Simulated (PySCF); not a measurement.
C3H7N

Input file:

```
{"job": {"kind": "nmr", "xc": "PBE0", "basis": "pcSseg-2", "pop": false}, "charge": 0, "multiplicity": 1}
C      1.372939    -0.513604    -0.482418
N      0.108493    -0.044196    -0.041345
C     -1.217023    -0.353305     0.268841
C     -0.635420     1.058497     0.382374
H      1.310552    -1.600253    -0.649728
H      2.180311    -0.341613     0.259196
H      1.699923    -0.052514    -1.437744
H     -1.939530    -0.554165    -0.543596
H     -1.450986    -0.895519     1.203579
H     -0.960200     1.816618    -0.353991
H     -0.471605     1.474243     1.393703
```

Run with:

```sh
OMP_NUM_THREADS=1 python ens_run.py task.json out
```

Geometry: B3LYP-D3(BJ)/def2-SVP.

Level of theory: PySCF 2.14.0, PBE0/pcSseg-2, SCF density, gas phase, non-relativistic.

Question: What will maps of the electron density and electron localisation function show?

Answer: C–N (1.40 Å): the density is about 2 e/Å³ at the midpoint; the ELF peaks at about 0.85 between the atoms; a covalent bond.
C–C (1.53 Å): ρ at the midpoint is about 1.5 e/Å³; the ELF peaks at about 0.85 between the atoms (a shared electron pair).
C–H (1.10 Å): ρ is about 2 e/Å³ halfway; the ELF climbs to about 1 towards the hydrogen, as it does in any bond to H: an ordinary covalent bond to hydrogen.

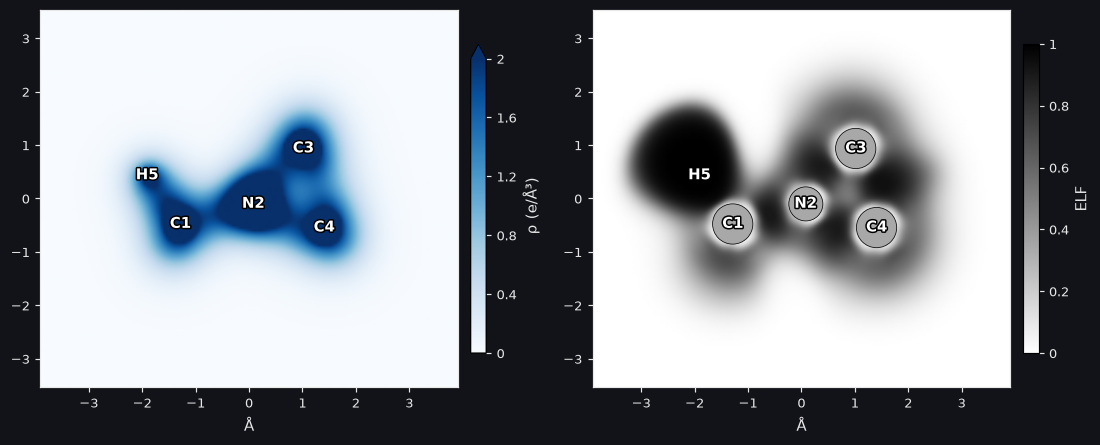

Computed electron density and electron localisation function on the plane of atoms C1, N2 and C4, in this order. Grey discs cover the atomic cores in the ELF map. 
